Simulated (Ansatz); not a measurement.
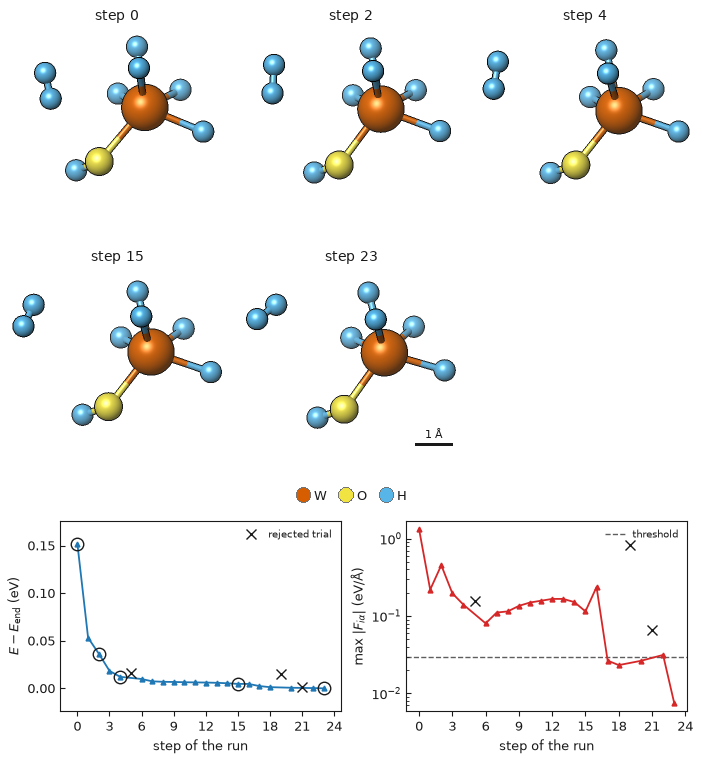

Frames of a relaxation of WH8O, marked on the history of the run. A ball-and-stick model, seen from a free direction.

The run prepares an end point of a later path (reaction) calculation, from a guessed geometry.

These are results of Ansatz 0.2.0, RKS PBE-D4/def2-TZVP, not measurements. Settings: no spin polarisation; force threshold 0.03 eV/Å; at most 50 steps.

### Describe the path.

An H atom moves most after the best rigid fit: 0.95 Å. Largest moves by element: H 0.95 Å, O 0.35 Å, W 0.19 Å. Some distances before and after: H–W 2.617 → 3.643 Å, H–W 2.916 → 3.227 Å, O–W 1.916 → 1.876 Å, H–H 0.715 → 0.753 Å. Bond angles that change, for instance: O–W–H 114.4° → 110.7°, H–W–H 109.4° → 112.7°, W–O–H 126.7° → 128.8°. The energy falls by 0.152 eV in 20 accepted moves (23 points after the start). Largest force component: 1.3 eV/Å at the start, 0.0076 eV/Å at the end. The line search rejected the trial steps at points 5, 19, 21 of the run. The forces were under the threshold at step 17, but the run went on from there. The run took 26 s on 4 threads of Arm Neoverse V1, with other jobs on the host, peak memory 0.19 GiB. From step 0 to 2: an H atom moves most (0.39 Å), energy −0.115 eV. From step 2 to 4: an H atom moves most (0.39 Å), energy −0.024 eV. From step 4 to 15: an H atom moves most (0.23 Å), energy −0.007 eV. From step 15 to 23: an H atom moves most (0.26 Å), energy −0.005 eV.

```csv
step,"E − E(0), eV","largest force component, eV/Å",note
0,0.0000,1.3172,
1,-0.0987,0.2195,
2,-0.1154,0.4541,
3,-0.1335,0.1967,
4,-0.1397,0.1401,
5,-0.1356,0.1581,rejected
6,-0.1420,0.0805,
7,-0.1444,0.1110,
8,-0.1449,0.1149,
9,-0.1451,0.1354,
10,-0.1454,0.1496,
11,-0.1456,0.1578,
12,-0.1457,0.1665,
13,-0.1460,0.1666,
14,-0.1465,0.1515,
15,-0.1471,0.1149,
16,-0.1472,0.2371,
17,-0.1494,0.0266,
18,-0.1506,0.0232,
19,-0.1363,0.8287,rejected
20,-0.1512,0.0264,
21,-0.1509,0.0655,rejected
22,-0.1515,0.0314,
23,-0.1518,0.0076,
```

Limits of the set-up: the start holds two separate molecules, 2.2 Å apart at their closest, whose relative position is a soft coordinate.
